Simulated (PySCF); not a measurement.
**Geometry relaxation, with input and output: GeH4O2**

GeH4O2, computed with RKS PBE0-D4/def2-TZVP, density fitting (PySCF 2.14.0).

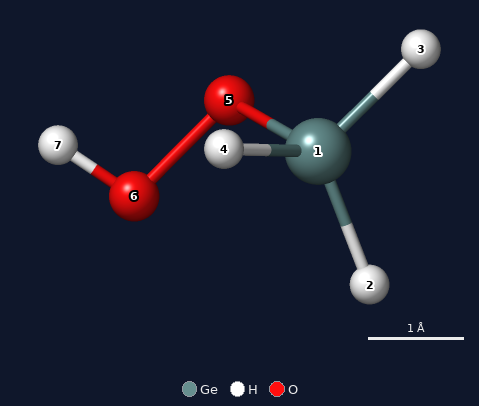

Figure 1. The starting structure (ball-and-stick view, seen at a tilt; atoms are numbered from 1 in the order of the input). Sticks mark near contacts. Bond lengths as drawn: Ge–H 1.53 Å, Ge–O 1.83 Å, H–O 0.97 Å and O–O 1.44 Å.

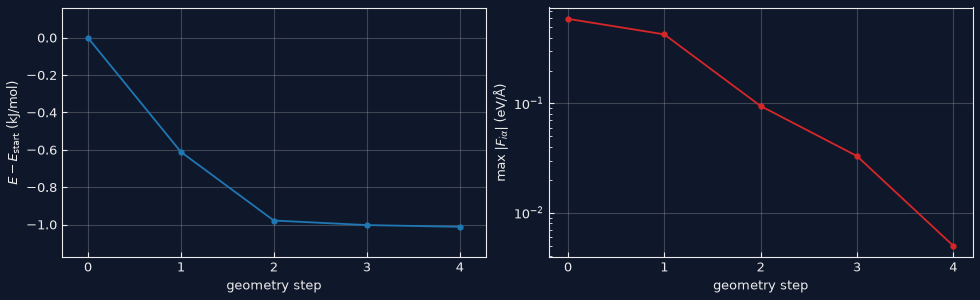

Figure 2. Progress of the relaxation, step by step (the first geometry is step 0 here and step 1 in the log).

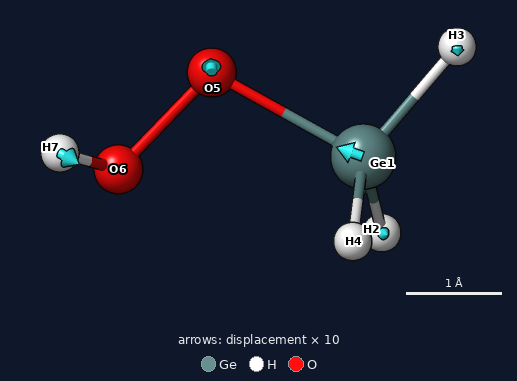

Figure 3. The starting structure with the displacements as teal arrows, magnified 10 times (ball-and-stick view, seen at a tilt). The two geometries are laid on each other by the best rigid fit. The energy falls by 1.01 kJ/mol in 4 geometry steps. The largest force component goes from 0.59 to 0.005 eV/Å. The atom that moves furthest after the best rigid fit is Ge1 (0.031 Å). Largest moves by element: Ge 0.031 Å, H 0.028 Å, O 0.023 Å. Distances before and after: Ge1–O5 1.829 → 1.808 Å, Ge1–H4 1.532 → 1.536 Å, Ge1–H2 1.529 → 1.533 Å, O5–O6 1.435 → 1.439 Å. Among the angles that change: H4–Ge1–O5 106.3° → 108.3°. (Atoms are counted from 1 in the order of the input.)

The input and output of the run follow.

The input
```python
import json, numpy as np
from pyscf import gto, scf, dft, mp, cc
EV, BOHR = 27.211386245988, 0.529177210903
mol = gto.M(atom="""
Ge -1.183837 -0.197285 -0.307880
H -0.881781 -1.439052 -1.147715
H -1.894993 -0.499804 1.011942
H -1.850614 0.917224 -1.120744
O 0.414693 0.476378 0.273063
O 1.181031 0.718298 -0.916300
H 1.392699 1.654240 -0.806532
""", basis="def2-tzvp", charge=0, spin=0, max_memory=8670, verbose=0)
def mean_field(mol, dm=None):
    mf = dft.RKS(mol, xc="pbe0").density_fit()
    mf.conv_tol = 1e-9; mf.grids.level = 4
    mf.kernel(dm0=dm)
    if not mf.converged: mf = mf.newton().run(mf.mo_coeff, mf.mo_occ)
    assert mf.converged
    return mf
def d4(mol):
    from pyscf.dispersion.dftd4 import DFTD4Dispersion
    real = gto.M(atom=[(mol.atom_pure_symbol(i), mol.atom_coord(i)) for i in range(7)], unit='B', charge=mol.charge, spin=None, basis='def2-svp', verbose=0)
    r = DFTD4Dispersion(real, xc="pbe0", atm=True).get_dispersion(grad=True); return r["energy"], r["gradient"]
def energy_and_gradient(mol, dm=None):
    mf = mean_field(mol, dm); e, g = d4(mol)
    return mf, (mf.e_tot + e) * EV, (mf.nuc_grad_method().kernel()[:7] + g) * EV / BOHR
out = {}
# rational-function steps on a BFGS-updated Hessian; the first Hessian (eV/A^2) comes from GFN2-xTB
H = np.load("h0.npy"); x = mol.atom_coords(unit="A").ravel(); dm = old = None; trust = 0.2; steps = []
for it in range(90):
    mol.set_geom_(x.reshape(-1, 3), unit="A"); mf, e, g = energy_and_gradient(mol, dm); g = g.ravel(); dm = mf.make_rdm1()
    print(f"relax step {it + 1}: E = {e:.6f} eV, largest force component {abs(g).max():.4f} eV/A", flush=True); steps.append([e, x.reshape(-1, 3).tolist(), (-g).reshape(-1, 3).tolist()])
    if abs(g).max() < 0.008: out['converged'] = True; break
    if old is not None:
        s, z = x - old[0], g - old[1]
        if s @ z > 1e-8: H = H + np.outer(z, z) / (s @ z) - np.outer(H @ s, H @ s) / (s @ H @ s)
        trust = max(0.03, trust / 2) if e > old[2] + 1e-4 else min(0.35, trust * 1.3)
    w, V = np.linalg.eigh(H); w = np.maximum(abs(w), 0.08); f = V.T @ g; M = np.diag(np.append(w, 0.0)); M[-1, :-1] = M[:-1, -1] = f
    dx = V @ (-f / (w - np.linalg.eigvalsh(M)[0])); big = np.linalg.norm(dx.reshape(-1, 3), axis=1).max(); dx *= min(1, trust / big)
    old = (x, g, e); x = x + dx
out.update(energy=e, forces=steps[-1][2], positions=steps[-1][1], steps=steps)
out['s2'] = mf.spin_square()[0]; out['nelec'] = mol.nelec
print(f"Total energy {out['energy']:.6f} eV, <S^2> {out['s2']:.4f}")
json.dump(out, open("out.json", "w"), default=float)
```

Command:
```bash
OMP_NUM_THREADS=4 python run.py
```

What the program printed
```
relax step 1: E = -60665.200630 eV, largest force component 0.5939 eV/A
relax step 2: E = -60665.206962 eV, largest force component 0.4282 eV/A
relax step 3: E = -60665.210768 eV, largest force component 0.0947 eV/A
relax step 4: E = -60665.211019 eV, largest force component 0.0330 eV/A
relax step 5: E = -60665.211117 eV, largest force component 0.0050 eV/A
Total energy -60665.211117 eV, <S^2> 0.0000
```

Trajectory as extended XYZ (Å, eV, eV/Å), 5 frames, from step=1 to step=5
```
7
Properties=species:S:1:pos:R:3:forces:R:3 step=1 energy=-60665.20063
Ge   -1.1838   -0.1973   -0.3079    0.5939   0.3040   0.1253
H    -0.8818   -1.4391   -1.1477   -0.0610  -0.0566  -0.0349
H    -1.8950   -0.4998    1.0119   -0.0680  -0.0365   0.0204
H    -1.8506    0.9172   -1.1207   -0.1081  -0.0234  -0.0537
O     0.4147    0.4764    0.2731   -0.3442  -0.1804   0.0267
O     1.1810    0.7183   -0.9163    0.0162   0.0537  -0.0769
H     1.3927    1.6542   -0.8065   -0.0290  -0.0621  -0.0065
7
Properties=species:S:1:pos:R:3:forces:R:3 step=2 energy=-60665.20696
Ge   -1.1479   -0.1794   -0.3009   -0.4282  -0.1837  -0.1618
H    -0.8927   -1.4339   -1.1504    0.0042   0.0379   0.0248
H    -1.8970   -0.4995    1.0022    0.0275   0.0160  -0.0260
H    -1.8532    0.9128   -1.1258    0.0349  -0.0238   0.0300
O     0.4189    0.4584    0.2856    0.3735   0.1588   0.1110
O     1.1824    0.7088   -0.9097   -0.0102  -0.0006   0.0160
H     1.3645    1.6514   -0.8118   -0.0024  -0.0059   0.0058
7
Properties=species:S:1:pos:R:3:forces:R:3 step=3 energy=-60665.21077
Ge   -1.1569   -0.1814   -0.3048    0.0325  -0.0038   0.0467
H    -0.8967   -1.4289   -1.1583    0.0063   0.0106   0.0052
H    -1.9113   -0.5040    0.9932    0.0168   0.0102  -0.0151
H    -1.8438    0.9231   -1.1228    0.0137   0.0037   0.0059
O     0.4313    0.4516    0.2966   -0.0947  -0.0342  -0.0352
O     1.1846    0.7015   -0.9041    0.0214   0.0226  -0.0046
H     1.3621    1.6454   -0.8110    0.0031  -0.0103  -0.0033
7
Properties=species:S:1:pos:R:3:forces:R:3 step=4 energy=-60665.21102
Ge   -1.1631   -0.1874   -0.3063    0.0330   0.0196  -0.0093
H    -0.9010   -1.4357   -1.1556   -0.0016  -0.0128  -0.0080
H    -1.9026   -0.5020    0.9984   -0.0173  -0.0087   0.0204
H    -1.8523    0.9144   -1.1238   -0.0113   0.0062  -0.0096
O     0.4218    0.4528    0.2852    0.0095   0.0007   0.0043
O     1.1823    0.7068   -0.9102   -0.0153  -0.0298  -0.0021
H     1.3735    1.6460   -0.8040    0.0021   0.0235   0.0042
7
Properties=species:S:1:pos:R:3:forces:R:3 step=5 energy=-60665.21112
Ge   -1.1619   -0.1877   -0.3061   -0.0050  -0.0013  -0.0007
H    -0.9012   -1.4358   -1.1579   -0.0012   0.0016   0.0013
H    -1.9074   -0.5055    0.9967    0.0016   0.0005  -0.0039
H    -1.8501    0.9162   -1.1238    0.0002  -0.0023   0.0011
O     0.4230    0.4489    0.2881    0.0041   0.0004   0.0016
O     1.1806    0.7031   -0.9092   -0.0006   0.0000   0.0005
H     1.3675    1.6439   -0.8059    0.0000  -0.0001  -0.0001
```

Results in brief

- outcome: converged
- total energy: −60665.2111 eV
- largest force (length of the vector) at the end: 0.005 eV/Å
- hardware: 4 threads of Arm Neoverse V1, 23 GiB of memory available, shared host
- wall time: 33 s (CPU time 1.9 min)
- peak memory: 1.2 GiB
